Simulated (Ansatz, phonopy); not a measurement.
# ZnS (F-43m): phonons against volume, part 3 of 4

Wanted: mode Grüneisen parameters of ZnS and a free-energy fit over volumes.

What experiment has found for this phase:
- bulk modulus 71.4 GPa near room temperature (given in “High-Throughput Prediction of Finite-Temperature Properties using the Quasi-Harmonic Approximation”, 2016, arXiv:1603.06924)

Ansatz 0.2.0; DFT LDA, scalar-relativistic, plane waves, PAW; PAW set soft_1.

So far, highest frequency (cm⁻¹): step 5 (lattice dynamics at this volume, V/V0 1) 352.

The database entry behind the starting cell differs from later determinations by our own check (about 0.1 % short), so it need not match the best structure at ambient conditions.

**9. Lattice dynamics at this volume, V/V0 0.985**

Phonons at this volume give one point of F(V, T); meshes stay fixed along the series.

Contents of input.yaml:

```yaml
crystal:
  lattice:
    - [0.0, 2.6350490922, 2.6350490922]
    - [2.6350490922, 0.0, 2.6350490922]
    - [2.6350490922, 2.6350490922, 0.0]
  atoms:
    - { symbol: Zn, position: [0.25, 0.25, 0.25] }
    - { symbol: S, position: [0.0, 0.0, 0.0] }
kpoints:
  mp_grid: { grid: [12, 12, 12] }
hamiltonian:
  xc: lda
  pseudopotentials: { kind: paw, azcp: { folder: soft_1 }, xc_functional: pbe }
scf:
  occupations: { method: fixed }
  lower_state_search: "off"
output:
  eigenvalues: true
phonons:
  method: dfpt
  dielectric: true
  rigid_motions: translations
  qmesh: [4, 4, 4]
  temperatures: { t_max: 1000, t_step: 50 }
  qpath:
    path:
      - [[0.0, 0.0, 0.0], [-0.5, -0.5, 0.0], [-0.375, -0.375, 0.25]]
      - [[-0.375, 0.0, 0.375], [0.0, 0.0, 0.0], [0.0, 0.0, 0.5], [-0.5, -0.25, 0.25], [-0.5, -0.5, 0.0]]
    npoints: 10
```

Launch:

```
> ansatz run input.yaml --threads 8 --pin off --max-ram 16384MiB --backend cpu --events-out ev --progress --plain --runs-dir out
```

Numbers of over 12 decimals in the logs are rounded to 6 here.

What it wrote:

```text
[...]
Crystal: 2 atoms, lattice volume = 36.593 Å³
Basis set: ecut = 420 eV, 725 PW (Γ), exchange–correlation on 50×50×50 points (8 copies of the dense FFT grid, shifted against one another)
Bands: 13, of which v1, the nominal top of the filled ones, is band 9 counted from 1 (8 counted from 0)
Symmetry: 24 space group operations
[...]
optical modes at Γ + LO–TO along q̂ = [0.0000, 1.0000, 0.0000]:
      ω (cm⁻¹)  modes    IR ((D/Å)²/amu)
        298.37      2             7.5550
        353.14      1             3.7775
  optical modes at Γ + LO–TO along q̂ = [0.0000, 0.0000, 1.0000]:
      ω (cm⁻¹)  modes    IR ((D/Å)²/amu)
        298.37      2             7.5550
        353.14      1             3.7775
--- Phonons (arbitrary-q DFPT): 8 irreducible q on the 4×4×4 mesh ---
[...]
interpolated dispersion: 63 rows × 6 modes
[...]
[key lines of the parts left out:]
SCF converged after 9 iterations
Free energy (F): -4117.440353 eV
Fermi energy:    6.509882 eV
```

Run time: 2 min. Hardware: 8 threads of Arm Neoverse V1, shared host; peak memory 2.3 GiB.

LO-TO term included. Phonon branches along the path, in cm⁻¹:

| point | branch 1 | branch 2 | branch 3 | branch 4 | branch 5 | branch 6 |
| --- | --- | --- | --- | --- | --- | --- |
| Γ | 0 | 0 | 0 | 298 | 298 | 353 |
| X | 91 | 91 | 221 | 333 | 333 | 341 |
| U | 90 | 117 | 206 | 325 | 327 | 358 |
| jump to K | 90 | 117 | 206 | 325 | 327 | 358 |
| Γ | 0 | 0 | 0 | 298 | 298 | 353 |
| L | 70 | 70 | 203 | 314 | 314 | 354 |
| W | 106 | 121 | 201 | 318 | 337 | 358 |
| X | 91 | 91 | 221 | 333 | 333 | 341 |

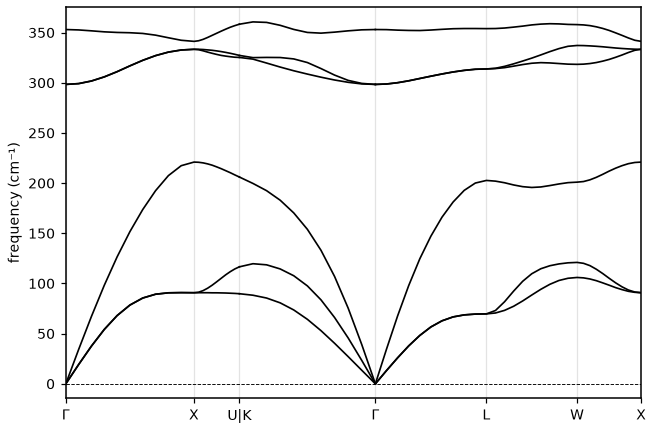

Phonon branches along the path.

No mode is imaginary beyond numerical noise at the solved wavevectors. The highest zone-centre mode (no LO–TO term) moved by +2.6 % for a volume change of -1.5 %.

**10. Single point at a scaled cell, V/V0 1.03**

Symmetry fixes every atom, so a single point at the scaled cell gives the energy and pressure of this member.

The cell differs from the one that the last finished run ended in (a 3.727 → 3.782 Å, b 3.727 → 3.782 Å, c 3.727 → 3.782 Å).

input.yaml, the sections that differ from step 9:

```yaml
crystal:
  lattice:
    - [0.0, 2.674580715, 2.674580715]
    - [2.674580715, 0.0, 2.674580715]
    - [2.674580715, 2.674580715, 0.0]
  atoms:
    - { symbol: Zn, position: [0.25, 0.25, 0.25] }
    - { symbol: S, position: [0.0, 0.0, 0.0] }
output:
  forces: true
  stress: true
  eigenvalues: true
# kpoints, hamiltonian, scf: as in step 9
# phonons: removed
```

What it wrote:

```text
[...]
Crystal: 2 atoms, lattice volume = 38.265 Å³
Basis set: ecut = 420 eV, 725 PW (Γ)
Bands: 13, of which v1, the nominal top of the filled ones, is band 9 counted from 1 (8 counted from 0)
Symmetry: 24 space group operations
[...]
k-points: 72 of 1728 (time reversal used)
[...]
--- Band table (eV; the first three rows and the last of 72) ---
  k-point 0: bands = [... 5 lower, -0.1993, 5.8941, 5.8941, 5.8941, 7.8816, 12.0902, 12.0902, 12.0902]
  k-point 1: bands = [... 5 lower, -0.2004, 5.2632, 5.8200, 5.8200, 8.3745, 12.0161, 12.2173, 12.2173]
  k-point 2: bands = [... 5 lower, -0.2016, 4.1136, 5.6295, 5.6295, 9.0148, 12.0908, 12.5086, 12.5086]
  k-point 71: bands = [... 5 lower, 0.2425, 1.0637, 2.9386, 3.0017, 11.4070, 11.9146, 13.6159, 13.8709]
[key lines of the parts left out:]
SCF converged after 7 iterations
Free energy (F): -4117.434065 eV
Fermi energy:    5.894142 eV
P = ⅓ Tr σ = -2.3983 GPa (-23.983 kbar)
```

Run time: 0.83 s. Hardware: 8 threads; peak memory 0.36 GiB.

The run ends at a pressure of -2.40 GPa.

**11. Phonons, V/V0 1.03**

Phonons at this volume give one point of F(V, T); meshes stay fixed along the series.

input.yaml, the sections that differ from step 10:

```yaml
output:
  eigenvalues: true
phonons:
  method: dfpt
  dielectric: true
  rigid_motions: translations
  qmesh: [4, 4, 4]
  temperatures: { t_max: 1000, t_step: 50 }
  qpath:
    path:
      - [[0.0, 0.0, 0.0], [-0.5, -0.5, 0.0], [-0.375, -0.375, 0.25]]
      - [[-0.375, 0.0, 0.375], [0.0, 0.0, 0.0], [0.0, 0.0, 0.5], [-0.5, -0.25, 0.25], [-0.5, -0.5, 0.0]]
    npoints: 10
# crystal, kpoints, hamiltonian, scf: as in step 10
```

What it wrote:

```text
[...]
Crystal: 2 atoms, lattice volume = 38.265 Å³
Basis set: ecut = 420 eV, 725 PW (Γ), exchange–correlation on 54×54×54 points (8 copies of the dense FFT grid, shifted against one another)
Bands: 13, of which v1, the nominal top of the filled ones, is band 9 counted from 1 (8 counted from 0)
Symmetry: 24 space group operations
[...]
optical modes at Γ + LO–TO along q̂ = [0.0000, 1.0000, 0.0000]:
      ω (cm⁻¹)  modes    IR ((D/Å)²/amu)
        276.05      2             8.0690
        335.45      1             4.0345
  optical modes at Γ + LO–TO along q̂ = [0.0000, 0.0000, 1.0000]:
      ω (cm⁻¹)  modes    IR ((D/Å)²/amu)
        276.05      2             8.0690
        335.45      1             4.0345
--- Phonons (arbitrary-q DFPT): 8 irreducible q on the 4×4×4 mesh ---
[...]
interpolated dispersion: 63 rows × 6 modes
[...]
[key lines of the parts left out:]
SCF converged after 9 iterations
Free energy (F): -4117.434065 eV
Fermi energy:    5.894262 eV
```

Wall time 2 min (8 threads); peak memory 2.4 GiB; 15 min of CPU time.

LO-TO term included. Phonon branches along the path, in cm⁻¹:

| point | branch 1 | branch 2 | branch 3 | branch 4 | branch 5 | branch 6 |
| --- | --- | --- | --- | --- | --- | --- |
| Γ | 0 | 0 | 0 | 276 | 276 | 336 |
| X | 95 | 95 | 210 | 308 | 308 | 322 |
| U | 93 | 116 | 196 | 302 | 305 | 334 |
| jump to K | 93 | 116 | 196 | 302 | 305 | 334 |
| Γ | 0 | 0 | 0 | 276 | 276 | 336 |
| L | 74 | 74 | 195 | 290 | 290 | 332 |
| W | 106 | 121 | 190 | 299 | 312 | 333 |
| X | 95 | 95 | 210 | 308 | 308 | 322 |

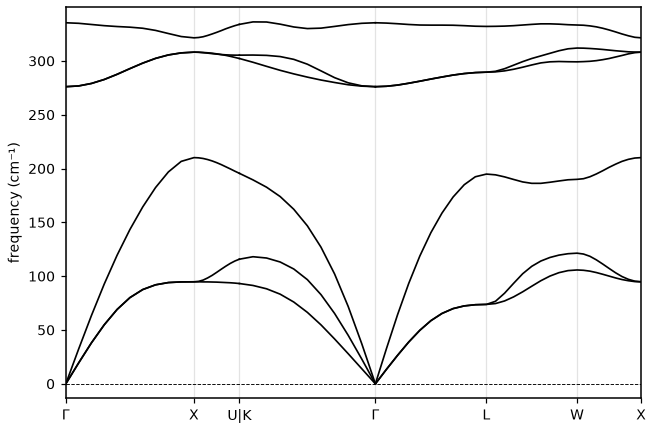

Phonon branches along the path.

No mode is imaginary beyond numerical noise at the solved wavevectors. The highest zone-centre mode (no LO–TO term) moved by -5.0 % for a volume change of +3.0 %.

**12. Single point at a scaled cell, V/V0 0.97**

Symmetry fixes every atom, so a single point at the scaled cell gives the energy and pressure of this member.

The cell differs from the one that the last finished run ended in (a 3.782 → 3.708 Å, b 3.782 → 3.708 Å, c 3.782 → 3.708 Å).

input.yaml, the sections that differ from step 11:

```yaml
crystal:
  lattice:
    - [0.0, 2.6216047303, 2.6216047303]
    - [2.6216047303, 0.0, 2.6216047303]
    - [2.6216047303, 2.6216047303, 0.0]
  atoms:
    - { symbol: Zn, position: [0.25, 0.25, 0.25] }
    - { symbol: S, position: [0.0, 0.0, 0.0] }
output:
  forces: true
  stress: true
  eigenvalues: true
# kpoints, hamiltonian, scf: as in step 11
# phonons: removed
```

What it wrote:

```text
[...]
Crystal: 2 atoms, lattice volume = 36.036 Å³
Basis set: ecut = 420 eV, 725 PW (Γ)
Bands: 13, of which v1, the nominal top of the filled ones, is band 9 counted from 1 (8 counted from 0)
Symmetry: 24 space group operations
[...]
k-points: 72 of 1728 (time reversal used)
[...]
P = ⅓ Tr σ = 2.8117 GPa (28.117 kbar)
--- Band table (eV; the first three rows and the last of 72) ---
  k-point 0: bands = [... 5 lower, 0.4298, 6.7286, 6.7286, 6.7286, 8.9860, 12.8654, 12.8654, 12.8654]
  k-point 1: bands = [... 5 lower, 0.4285, 6.0842, 6.6459, 6.6459, 9.4690, 12.8136, 13.0034, 13.0034]
  k-point 2: bands = [... 5 lower, 0.4269, 4.8758, 6.4344, 6.4344, 10.0785, 12.9656, 13.3162, 13.3162]
  k-point 71: bands = [... 5 lower, 0.9410, 1.5950, 3.4531, 3.5904, 12.2219, 13.0067, 14.5707, 14.6696]
[key lines of the parts left out:]
SCF converged after 8 iterations
Free energy (F): -4117.433167 eV
Fermi energy:    6.728620 eV
```

The job ended after 0.82 s (8 threads; peak memory 0.35 GiB).

The run ends at a pressure of 2.81 GPa.

**13. Phonons, V/V0 0.97**

The same q-mesh and k-mesh are kept at every volume, so that much of their error can cancel in the differences.

input.yaml, the sections that differ from step 12:

```yaml
output:
  eigenvalues: true
phonons:
  method: dfpt
  dielectric: true
  rigid_motions: translations
  qmesh: [4, 4, 4]
  temperatures: { t_max: 1000, t_step: 50 }
  qpath:
    path:
      - [[0.0, 0.0, 0.0], [-0.5, -0.5, 0.0], [-0.375, -0.375, 0.25]]
      - [[-0.375, 0.0, 0.375], [0.0, 0.0, 0.0], [0.0, 0.0, 0.5], [-0.5, -0.25, 0.25], [-0.5, -0.5, 0.0]]
    npoints: 10
# crystal, kpoints, hamiltonian, scf: as in step 12
```

What it wrote:

```text
[...]
Crystal: 2 atoms, lattice volume = 36.036 Å³
Basis set: ecut = 420 eV, 725 PW (Γ), exchange–correlation on 50×50×50 points (8 copies of the dense FFT grid, shifted against one another)
Bands: 13, of which v1, the nominal top of the filled ones, is band 9 counted from 1 (8 counted from 0)
Symmetry: 24 space group operations
[...]
optical modes at Γ + LO–TO along q̂ = [0.0000, 1.0000, 0.0000]:
      ω (cm⁻¹)  modes    IR ((D/Å)²/amu)
        306.25      2             7.3796
        359.42      1             3.6898
  optical modes at Γ + LO–TO along q̂ = [0.0000, 0.0000, 1.0000]:
      ω (cm⁻¹)  modes    IR ((D/Å)²/amu)
        306.25      2             7.3796
        359.42      1             3.6898
--- Phonons (arbitrary-q DFPT): 8 irreducible q on the 4×4×4 mesh ---
[...]
interpolated dispersion: 63 rows × 6 modes
[...]
[key lines of the parts left out:]
SCF converged after 9 iterations
Free energy (F): -4117.433168 eV
Fermi energy:    6.728637 eV
```

Elapsed: 2 min, on 8 threads; peak memory 2.3 GiB.

LO-TO term included. Phonon branches along the path, in cm⁻¹:

| point | branch 1 | branch 2 | branch 3 | branch 4 | branch 5 | branch 6 |
| --- | --- | --- | --- | --- | --- | --- |
| Γ | 0 | 0 | 0 | 306 | 306 | 359 |
| X | 89 | 89 | 225 | 342 | 342 | 348 |
| U | 88 | 117 | 210 | 332 | 336 | 367 |
| jump to K | 88 | 117 | 210 | 332 | 336 | 367 |
| Γ | 0 | 0 | 0 | 306 | 306 | 359 |
| L | 68 | 68 | 205 | 322 | 322 | 362 |
| W | 106 | 120 | 205 | 325 | 346 | 367 |
| X | 89 | 89 | 225 | 342 | 342 | 348 |

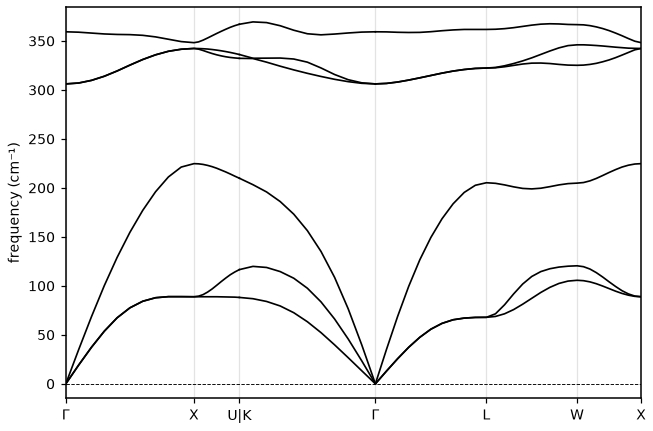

Phonon branches along the path.

No mode is imaginary beyond numerical noise at the solved wavevectors. The highest zone-centre mode (no LO–TO term) moved by +5.3 % for a volume change of -3.0 %.

**14. Single point at a scaled cell, V/V0 1.05**

Symmetry fixes every atom, so a single point at the scaled cell gives the energy and pressure of this member.

The cell differs from the one that the last finished run ended in (a 3.708 → 3.807 Å, b 3.708 → 3.807 Å, c 3.708 → 3.807 Å).

input.yaml, the sections that differ from step 13:

```yaml
crystal:
  lattice:
    - [0.0, 2.6917810636, 2.6917810636]
    - [2.6917810636, 0.0, 2.6917810636]
    - [2.6917810636, 2.6917810636, 0.0]
  atoms:
    - { symbol: Zn, position: [0.25, 0.25, 0.25] }
    - { symbol: S, position: [0.0, 0.0, 0.0] }
output:
  forces: true
  stress: true
  eigenvalues: true
# kpoints, hamiltonian, scf: as in step 13
# phonons: removed
```

What it wrote:

```text
[...]
Crystal: 2 atoms, lattice volume = 39.008 Å³
Basis set: ecut = 420 eV, 749 PW (Γ)
Bands: 13, of which v1, the nominal top of the filled ones, is band 9 counted from 1 (8 counted from 0)
Symmetry: 24 space group operations
[...]
k-points: 72 of 1728 (time reversal used)
[...]
--- Band table (eV; the first three rows and the last of 72) ---
  k-point 0: bands = [... 5 lower, -0.3967, 5.6386, 5.6386, 5.6386, 7.5412, 11.8496, 11.8496, 11.8496]
  k-point 1: bands = [... 5 lower, -0.3977, 5.0113, 5.5670, 5.5670, 8.0375, 11.7691, 11.9736, 11.9736]
  k-point 2: bands = [... 5 lower, -0.3988, 3.8797, 5.3828, 5.3828, 8.6853, 11.8221, 12.2581, 12.2581]
  k-point 71: bands = [... 5 lower, 0.0246, 0.9022, 2.7799, 2.8221, 11.1558, 11.5743, 13.3189, 13.6246]
[key lines of the parts left out:]
SCF converged after 7 iterations
Free energy (F): -4117.419657 eV
Fermi energy:    5.638636 eV
P = ⅓ Tr σ = -3.7894 GPa (-37.894 kbar)
```

The job ended after 0.84 s (8 threads; peak memory 0.36 GiB).

The run ends at a pressure of -3.79 GPa.

**15. Phonons, V/V0 1.05**

Phonons at this volume give one point of F(V, T); meshes stay fixed along the series.

input.yaml, the sections that differ from step 14:

```yaml
output:
  eigenvalues: true
phonons:
  method: dfpt
  dielectric: true
  rigid_motions: translations
  qmesh: [4, 4, 4]
  temperatures: { t_max: 1000, t_step: 50 }
  qpath:
    path:
      - [[0.0, 0.0, 0.0], [-0.5, -0.5, 0.0], [-0.375, -0.375, 0.25]]
      - [[-0.375, 0.0, 0.375], [0.0, 0.0, 0.0], [0.0, 0.0, 0.5], [-0.5, -0.25, 0.25], [-0.5, -0.5, 0.0]]
    npoints: 10
# crystal, kpoints, hamiltonian, scf: as in step 14
```

What it wrote:

```text
[...]
Crystal: 2 atoms, lattice volume = 39.008 Å³
Basis set: ecut = 420 eV, 749 PW (Γ), exchange–correlation on 54×54×54 points (8 copies of the dense FFT grid, shifted against one another)
Bands: 13, of which v1, the nominal top of the filled ones, is band 9 counted from 1 (8 counted from 0)
Symmetry: 24 space group operations
[...]
optical modes at Γ + LO–TO along q̂ = [0.0000, 1.0000, 0.0000]:
      ω (cm⁻¹)  modes    IR ((D/Å)²/amu)
        266.71      2             8.2915
        328.10      1             4.1458
  optical modes at Γ + LO–TO along q̂ = [0.0000, 0.0000, 1.0000]:
      ω (cm⁻¹)  modes    IR ((D/Å)²/amu)
        266.71      2             8.2915
        328.10      1             4.1458
--- Phonons (arbitrary-q DFPT): 8 irreducible q on the 4×4×4 mesh ---
[...]
interpolated dispersion: 63 rows × 6 modes
[...]
[key lines of the parts left out:]
SCF converged after 9 iterations
Free energy (F): -4117.419657 eV
Fermi energy:    5.638728 eV
```

It took 2 min on 8 threads; peak memory 2.4 GiB; 15 min of CPU time.

No mode is imaginary beyond numerical noise at the solved wavevectors. The highest zone-centre mode (no LO–TO term) moved by -8.3 % for a volume change of +5.0 %.

**16. How the modes move with volume**

This step: DFT LDA, scalar-relativistic, plane waves, PAW; PAW set soft_1 (phonopy 4.10.0).

This step gave:

* share of modes with a negative Grüneisen parameter: 0.276

Mean Grüneisen, by row:

| T (K) | heat-capacity-weighted mean | root mean square |
| --- | --- | --- |
| 50 | -0.219 | 0.708 |
| 100 | 0.319 | 1 |
| 200 | 0.691 | 1.19 |
| 300 | 0.775 | 1.231 |
| 500 | 0.82 | 1.252 |
| 800 | 0.835 | 1.259 |

Table of mean mode Grueneisen parameter by wavenumber:

| wavenumber (cm⁻¹) | mean mode Grueneisen parameter |
| --- | --- |
| 6 | - |
| 29 | -0.571 |
| 53 | -0.491 |
| 88 | -0.591 |
| 112 | 0.0662 |
| 135 | 1.12 |
| 159 | 1.11 |
| 194 | 1.12 |
| 218 | 1.13 |
| 241 | - |
| 265 | - |
| 300 | 1.76 |
| 323 | 1.64 |
| 347 | 1.44 |

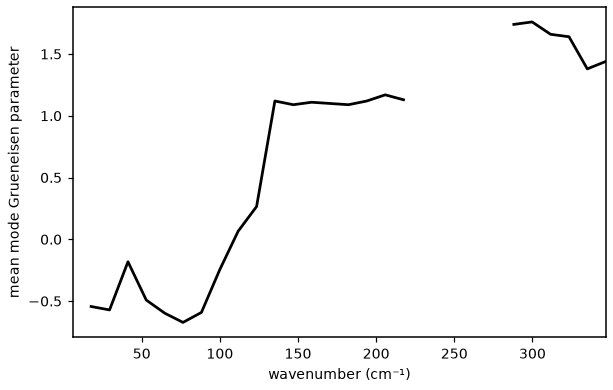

Mean mode Grueneisen parameter against wavenumber.

Volume series, by row:

| V/V0 | V (Å³/atom) | pressure (GPa) | E - E0 (meV/atom) | gap (eV) | zero-point energy (meV/atom) | lowest on the path (cm⁻¹) | highest at Gamma without the LO-TO term (cm⁻¹) |
| --- | --- | --- | --- | --- | --- | --- | --- |
| 0.97 | 18.02 | 2.812 | 4.741 | 2.257 | 42.82 | 0 | 306.2 |
| 0.985 | 18.3 | 1.346 | 1.149 | 2.188 | 42.02 | 0 | 298.4 |
| 1 | 18.57 | -0.006 | 0 | 2.119 | 41.23 | 0 | 290.7 |
| 1.015 | 18.85 | -1.251 | 1.108 | 2.053 | 40.46 | 0 | 283.3 |
| 1.03 | 19.13 | -2.398 | 4.292 | 1.987 | 39.7 | 0 | 276.1 |
| 1.05 | 19.5 | -3.789 | 11.5 | 1.903 | 38.72 | 0 | 266.7 |

[end of part 3 of 4]

[Logs are printed without paths, hosts, clocks, repeated set-up lines and the standing remarks that a program may print on its own settings, such as how far it seeks lower states.]

[Hosts, paths, dates, database ids (printed as entryN), source tags and the programs' standing remarks are cut or masked in the printed files.]

[A step with changed settings may run another functional than the one named; its input shows which.]

[Of the runs on displaced cells, only some may be shown.]
